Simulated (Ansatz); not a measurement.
**C2H4O2Si (SMILES C=C1O[SiH2]O1) at BLYP/cc-pVDZ**

What is the electronic atomisation energy of C2H4O2Si at BLYP/cc-pVDZ? 

The calculation is run with Ansatz 0.2.0.

56 further runs of the same task are left out: 56 set aside as unsound or not needed. Runs told in other sessions of the task aren't counted.

### Step 1. Starting point

The species is C2H4O2Si (9 atoms), meant as a singlet with charge 0. SMILES: `C=C1O[SiH2]O1`. The shape is that of a PBE0-D4/def2-TZVP optimisation.

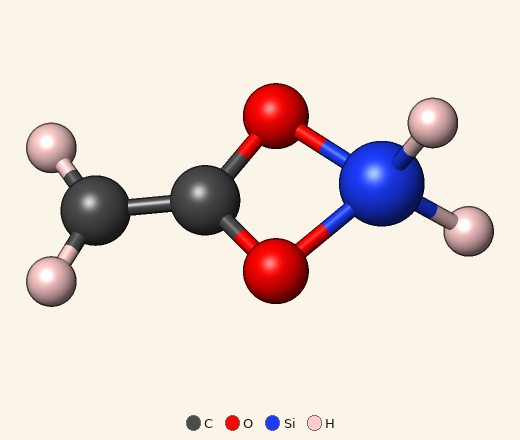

Viewed from a chosen angle; carbon dark grey, oxygen red, silicon blue, hydrogen pink.

### Step 2. A single-point energy at BLYP/cc-pVDZ

The input, job.yaml:

```yaml
crystal:
  periodic: [false, false, false]
  atoms:
    - {symbol: C, position_ang: [0.527300, 1.358500, -1.129600]}
    - {symbol: C, position_ang: [0.157300, 0.383100, -0.322900]}
    - {symbol: O, position_ang: [-0.585200, 0.473600, 0.838200]}
    - {symbol: Si, position_ang: [-0.440000, -1.190500, 0.978300]}
    - {symbol: O, position_ang: [0.421700, -0.967300, -0.442100]}
    - {symbol: H, position_ang: [0.243100, 2.374800, -0.904500]}
    - {symbol: H, position_ang: [1.111300, 1.132600, -2.008400]}
    - {symbol: H, position_ang: [-1.701100, -1.949600, 0.840800]}
    - {symbol: H, position_ang: [0.354100, -1.661500, 2.132900]}
basis:
  gaussian:
    orbitals: cc-pVDZ
output: {orbitals: {seedname: orbitals}}
hamiltonian:
  xc: {name: BLYP}
accuracy: high
```

Command:

```sh
$ ansatz run job.yaml --threads 1 --pin off --max-ram 3480MiB --events-out events.jsonl --progress --plain --runs-dir runs
```

The program printed:

```text
Warning: RAYON_NUM_THREADS=1 ignored (pool sized by the plan → 1); use --threads N
Functional definition: BLYP
  name "BLYP"
  parameter beta = 0.0042
  parameter a = 0.04918
  parameter b = 0.132
  parameter c = 0.2533
  parameter d = 0.349
  exchange = b88_x(beta = beta)
  correlation = lyp_c(a = a, b = b, c = c, d = d)
2196 factors; integrals over basis functions are off by at most 3.5e-9 eV
mean field evaluation 1: about -14098.9465 eV, gradient 7.0e1 eV
mean field evaluation 2: about -14054.1133 eV, gradient 1.3e2 eV
mean field evaluation 4: about -14108.8920 eV, gradient 1.2e1 eV
mean field evaluation 8: about -14109.1618 eV, gradient 7.3e-1 eV
mean field evaluation 16: about -14109.1632 eV, gradient 5.5e-5 eV
mean field -14109.16317138 eV, -518.5021830138 hartree, gradient 1.8e-8 eV, S^2 0.000000; 0 other end points of the search recorded, 0 dependent functions left out
reference -14109.16322868 eV, -518.5021851198 hartree; 23, 23 occupied and 71, 71 virtual orbitals, 2196 factors
Total energy: -14109.16322868 eV, -518.5021851198 hartree
```

Run time: 8.4 s. Hardware: 1 thread of Arm Neoverse V1, shared host; peak memory 0.26 GiB.

### Step 3. The C atom, same level

The input, input.yaml:

```yaml
crystal:
  periodic: [false, false, false]
  atoms:
    - {symbol: C, position_ang: [0.000000, 0.000000, 0.000000]}
basis:
  gaussian: {orbitals: cc-pVDZ}
hamiltonian: {xc: {name: BLYP}}
accuracy: high
magnetization: {spin_polarized: true, initial_magnetization: 2}
```

Run the same way, it converges to -37.83784 Eh (log not shown).

### Step 4. The H atom, same level

The input, job.yaml:

```yaml
crystal:
  periodic: [false, false, false]
  atoms:
    - {symbol: H, position_ang: [0.000000, 0.000000, 0.000000]}
basis:
  gaussian:
    orbitals: cc-pVDZ
accuracy: high
magnetization:
  spin_polarized: true
  initial_magnetization: 1
hamiltonian:
  xc: {name: BLYP}
```

Run the same way, it converges to -0.49640 Eh (log not shown).

### Step 5. The O atom

The input, molecule.yaml:

```yaml
crystal:
  periodic: [false, false, false]
  atoms:
    - {symbol: O, position_ang: [0.000000, 0.000000, 0.000000]}
basis:
  gaussian:
    orbitals: cc-pVDZ
magnetization:
  spin_polarized: true
  initial_magnetization: 2
hamiltonian:
  xc: {name: BLYP}
accuracy: high
```

Command:

```sh
$ ansatz run molecule.yaml --threads 1 --pin off --max-ram 3480MiB --events-out events.jsonl --progress --plain --runs-dir runs
```

The program printed:

```text
Warning: RAYON_NUM_THREADS=1 ignored (pool sized by the plan → 1); use --threads N
[... 9 set-up lines as earlier in the session ...]
96 factors; integrals over basis functions are off by at most 1.3e-9 eV
mean field evaluation 1: about -2042.1238 eV, gradient 7.7e0 eV
mean field evaluation 2: about -2042.1763 eV, gradient 6.6e0 eV
mean field evaluation 4: about -2042.3371 eV, gradient 4.0e-1 eV
mean field evaluation 8: about -2042.3376 eV, gradient 9.2e-4 eV
mean field evaluation 16: about -2042.3366 eV, gradient 8.9e-2 eV
mean field -2042.33761782 eV, -75.0545231086 hartree, gradient 1.4e-8 eV, S^2 2.001590; 1 other end points of the search recorded, 0 dependent functions left out
reference -2042.33763374 eV, -75.0545236937 hartree; 5, 3 occupied and 9, 11 virtual orbitals, 96 factors
Total energy: -2042.33763374 eV, -75.0545236937 hartree
```

Wall time 0.42 s (1 thread of Arm Neoverse V1, shared host).

### Step 6. The Si atom, same level

The input, molecule.yaml:

```yaml
crystal:
  periodic: [false, false, false]
  atoms:
    - {symbol: Si, position_ang: [0.000000, 0.000000, 0.000000]}
basis:
  gaussian: {orbitals: cc-pVDZ}
magnetization: {spin_polarized: true, initial_magnetization: 2}
hamiltonian: {xc: {name: BLYP}}
accuracy: high
```

Run the same way, it converges to -289.37230 Eh (log not shown).

### Step 7. Results

At BLYP/cc-pVDZ:

```
                     quantity          value
       molecule: total energy  -518.50219 Eh
        molecule: HOMO energy       -5.03 eV
        molecule: LUMO energy       -1.35 eV
      molecule: HOMO–LUMO gap        3.68 eV
         C atom: total energy   -37.83784 Eh
                 C atom: ⟨S²⟩          2.002
         H atom: total energy    -0.49640 Eh
                 H atom: ⟨S²⟩          0.750
         O atom: total energy   -75.05452 Eh
                 O atom: ⟨S²⟩          2.002
        Si atom: total energy  -289.37230 Eh
                Si atom: ⟨S²⟩          2.002
electronic atomisation energy      36.995 eV
```

Taking the molecule apart into free atoms costs 37.00 eV (853 kcal/mol), before zero-point energy and without spin-orbit coupling.
